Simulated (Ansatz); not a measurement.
# N2O (nitrous oxide): levels of theory compared

Aim: a comparison of 5 runs (BHLYP/STO-3G, HSE06/STO-3G, PBE/STO-3G, UPBE/STO-3G, CCSD(T)/STO-3G) of N2O (nitrous oxide). 

The results are computed with Ansatz 0.2.0.

30 further runs of the same task are left out: 6 that didn't finish, 24 set aside as unsound or not needed.

## 1. The structure to begin with

N2O: 3 atoms, total charge 0, spin state singlet. As SMILES, `N#[N+][O-]`. The O3–N2 distance was set to 2.936 Å, away from the relaxed value. At this shape a bond of the SMILES string is far longer than usual.

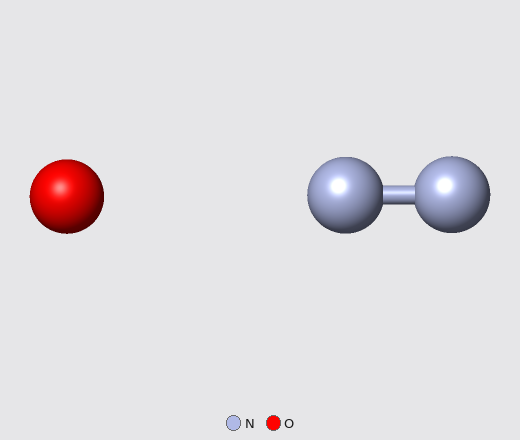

The structure, seen from a chosen angle (nitrogen light blue, oxygen red).

## 2. The energy at BHLYP/STO-3G (run 1)

Contents of job.yaml:

```yaml
crystal:
  periodic: [false, false, false]
  atoms:
    - {symbol: N, position_ang: [-1.304462, 2.552773, -0.428154]}
    - {symbol: "N", position_ang: [-0.801162, 1.567973, -0.263054]}
    - {symbol: O, position_ang: [0.520100, -1.017800, 0.170700]}
basis:
  gaussian:
    orbitals: STO-3G
accuracy: high
hamiltonian:
  xc: {name: BHLYP}
```

Command:

```console
$ ansatz run job.yaml --threads 1 --pin off --max-ram 2610MiB --events-out events.jsonl --progress --plain --runs-dir runs
```

Output:

```text
Warning: RAYON_NUM_THREADS=1 ignored (pool sized by the plan → 1); use --threads N
Functional definition: BHLYP
  name "BHLYP"
  parameter a = 0.5
  exchange = (1 - a)*b88_x + a*exact_x
  correlation = lyp_c
228 factors; integrals over basis functions are off by at most 2.3e-8 eV
mean field evaluation 1: about -4950.0085 eV, gradient 4.2e0 eV
mean field evaluation 2: about -4950.1050 eV, gradient 1.1e0 eV
mean field evaluation 4: about -4950.1095 eV, gradient 5.6e-2 eV
mean field evaluation 8: about -4950.0833 eV, gradient 1.3e-2 eV
mean field evaluation 16: about -4950.0838 eV, gradient 1.1e-4 eV
mean field evaluation 32: about -4950.0783 eV, gradient 1.0e-1 eV
mean field -4950.08384719 eV, -181.9122260970 hartree, gradient 2.7e-8 eV, S^2 0.000000; 4 other end points of the search recorded, 0 dependent functions left out
reference -4950.08386110 eV, -181.9122266081 hartree; 11, 11 occupied and 4, 4 virtual orbitals, 228 factors
Total energy: -4950.08386110 eV, -181.9122266081 hartree
```

Wall time 2.7 s (1 thread of Intel Xeon Platinum 8375C at 2.90GHz (Ice Lake), shared host).

## 3. The energy at HSE06/STO-3G (run 2)

Edit job.yaml of step 2 so:

```diff
@@ -7,6 +7,4 @@
 basis:
-  gaussian:
-    orbitals: STO-3G
+  gaussian: {orbitals: STO-3G}
+hamiltonian: {xc: {name: HSE06}}
 accuracy: high
-hamiltonian:
-  xc: {name: BHLYP}
```

Command:

```console
$ ansatz run job.yaml --threads 1 --pin off --max-ram 2610MiB --events-out events.jsonl --progress --plain --runs-dir runs
```

Output:

```text
Warning: RAYON_NUM_THREADS=1 ignored (pool sized by the plan → 1); use --threads N
Functional definition: HSE06
  name "HSE06"
  parameter a = 0.25
  parameter omega = 0.11/bohr
  exchange = pbe_x - a*pbe_x_sr(omega) + a*exact_x_sr(omega)
  correlation = pbe_c
228 factors; integrals over basis functions are off by at most 2.3e-8 eV
46 factors; integrals over basis functions are off by at most 4.4e-10 eV
mean field evaluation 1: about -4946.6943 eV, gradient 4.3e0 eV
mean field evaluation 2: about -4946.7574 eV, gradient 1.4e0 eV
mean field evaluation 4: about -4946.7614 eV, gradient 2.4e-2 eV
mean field evaluation 8: about -4946.7221 eV, gradient 2.7e-3 eV
mean field evaluation 16: about -4946.7221 eV, gradient 8.9e-7 eV
mean field evaluation 32: about -4946.6828 eV, gradient 3.5e-1 eV
mean field -4946.72210525 eV, -181.7886843594 hartree, gradient 2.6e-8 eV, S^2 0.000000; 4 other end points of the search recorded, 0 dependent functions left out
reference -4946.72210630 eV, -181.7886843977 hartree; 11, 11 occupied and 4, 4 virtual orbitals, 228 factors
Total energy: -4946.72210630 eV, -181.7886843977 hartree
```

It took 2.3 s on 1 thread of Intel Xeon Platinum 8375C at 2.90GHz (Ice Lake), shared host.

Runs 3 to 4 aren't shown in full; the table further down has their settings and results.

## 4. A single-point energy at CCSD(T)/STO-3G (run 5)

Contents of job.yaml:

```yaml
crystal:
  periodic: [false, false, false]
  atoms:
    - {symbol: "N", position_ang: [-1.304462, 2.552773, -0.428154]}
    - {symbol: "N", position_ang: [-0.801162, 1.567973, -0.263054]}
    - {symbol: O, position_ang: [0.520100, -1.017800, 0.170700]}
basis:
  gaussian: {orbitals: STO-3G}
correlation: {method: ccsd_t, frozen_orbitals: {"N": 1, O: 1}}
scf: {omitted_lower_state_checks: [cluster_reference, increment]}
accuracy: high
```

Command:

```console
$ ansatz run job.yaml --threads 1 --pin off --max-ram 2610MiB --events-out events.jsonl --progress --plain --runs-dir runs
```

Output:

```text
Warning: RAYON_NUM_THREADS=1 ignored (pool sized by the plan → 1); use --threads N
[... 13 lines left out ...]
3 core orbitals not correlated: weight in the atoms' cores, before any rotation towards them, 1.000 or more for the frozen orbitals, at most 0.000 for the correlated occupied ones
[... 49 lines left out ...]
Total energy: -4935.33410323 eV, -181.3701830041 hartree
Checks for a lower state left out: cluster_reference, increment
```

It took 0.43 s on 1 thread of Intel Xeon Platinum 8375C at 2.90GHz (Ice Lake), shared host.

## 5. The series

```
run           level  frozen core orbitals  energy (Eh)  wall time
  1    BHLYP/STO-3G                     –  -181.912227      2.7 s
  2    HSE06/STO-3G                     –  -181.788684      2.3 s
  3      PBE/STO-3G                     –  -181.762793      2.3 s
  4     UPBE/STO-3G                     –  -181.854975       44 s
  5  CCSD(T)/STO-3G                     3  -181.370183     0.43 s
```

## 6. Results

```
                                          quantity          value
                               run 5: total energy  -181.37018 Eh
run 5: correlation energy (3 core orbitals frozen)     -207.0 mEh
                             run 5: (T) correction      -1.81 mEh
                              run 5: T1 diagnostic          0.003
```

**Reading.** Totals of different functionals can't be ranked against each other. In run 5 the log says that unrestricted orbitals would lower the reference, so the values rest on an unstable closed-shell determinant (other closed-shell runs at this shape may share the fault). In runs 1, 2, 3, 4, 5 the basis is minimal, so the values are rough. In runs 1, 2, 3, 5 a closed-shell determinant meets a far-stretched bond, which it describes badly. Spin contamination of the reference: run 4 ⟨S²⟩ = 1.00. Where it is this large, the reference is a mixture of spin states, and values that rest on it are in doubt. All runs together took 52 s, the longest 44 s.
